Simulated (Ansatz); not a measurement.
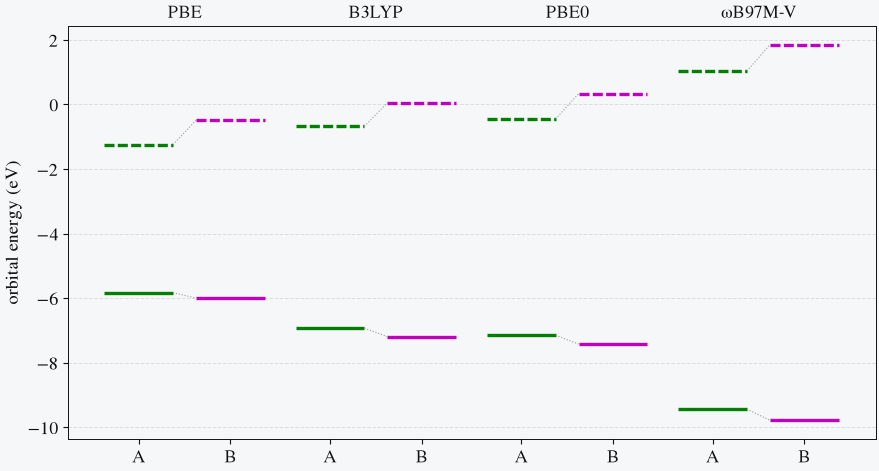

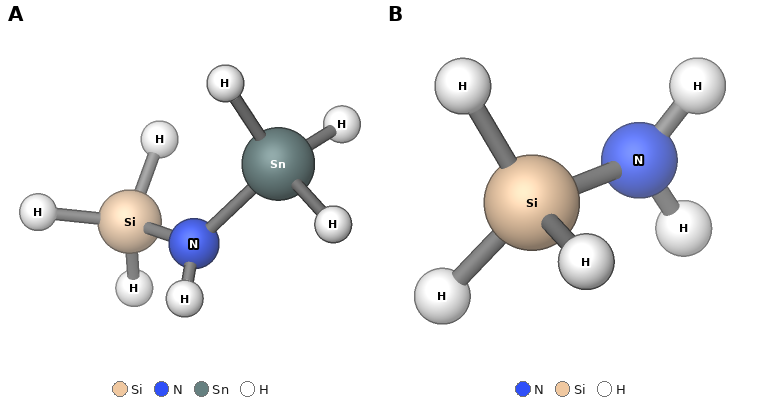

One change: A, SnSiNH₇ (SMILES [SiH3][NH][SnH3]), becomes B, SiNH₅ (SMILES N[SiH3]). SnH₃ on N is replaced by H. HOMO (solid) and LUMO (dashed) computed in def2-TZVPP at PBE0-D4/def2-TZVP geometries, both minima by their frequencies, gas phase, the Ansatz code 0.2.0. Empty levels above zero depend strongly on the basis.

### What does the change do to HOMO and LUMO?

PBE: the HOMO falls by 0.17 eV, the LUMO rises by 0.76 eV, and the separation goes from 4.58 to 5.51 eV. B3LYP: the HOMO falls by 0.26 eV, the LUMO rises by 0.73 eV, and the separation goes from 6.25 to 7.25 eV. PBE0: the HOMO falls by 0.27 eV, the LUMO rises by 0.78 eV, and the separation goes from 6.71 to 7.76 eV. ωB97M-V: the HOMO falls by 0.35 eV, the LUMO rises by 0.81 eV, and the separation goes from 10.47 to 11.63 eV.

### Do the functionals agree on the effect?

They agree on the direction for both levels; the HOMO shift lies between −0.35 and −0.17 eV and the LUMO shift between 0.73 and 0.81 eV, while the separations themselves differ by up to 6.1 eV between functionals.

Note: core potentials past krypton; spin-orbit coupling is left out, and with Sn it can shift these values.
